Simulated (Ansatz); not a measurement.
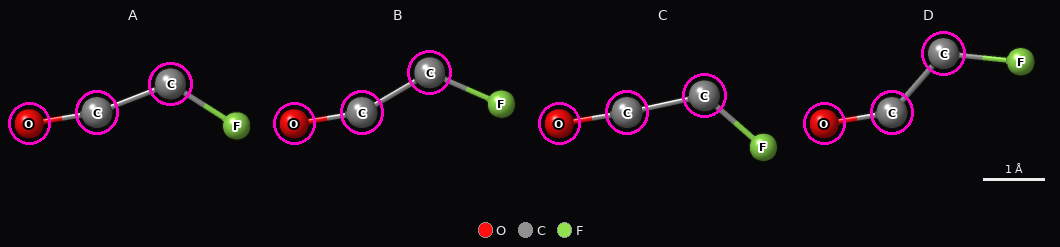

C$_{2}$OF (multiplicity 2): the C–C–O angle is varied, with the rest of the molecule carried along rigidly. A ball-and-stick model, seen onto the plane of the angle. The ringed atoms are those of the scanned coordinate.

Computed with Ansatz: B3LYP-D4, basis def2-TZVPP, on geometries moved rigidly from the minimum at PBE0-D4/def2-TZVP. Energies are counted from the PBE0-D4/def2-TZVP minimum geometry at the same level.

Q: Order these geometries by energy, lowest first.

A: Lowest first: B (the angle 159.2°, 0.00 kcal/mol), A (the angle 168.2°, 1.06 kcal/mol), C (the angle 177.2°, 4.14 kcal/mol), D (the angle 141.2°, 4.84 kcal/mol). Over the whole scan: of the computed points the lowest is at the angle 159.2°, 0.00 kcal/mol. At the ends of the scan the energy is 4.84 kcal/mol (141.2°) and 4.14 kcal/mol (177.2°). The curvature at the lowest point is about 3.9 eV/rad².
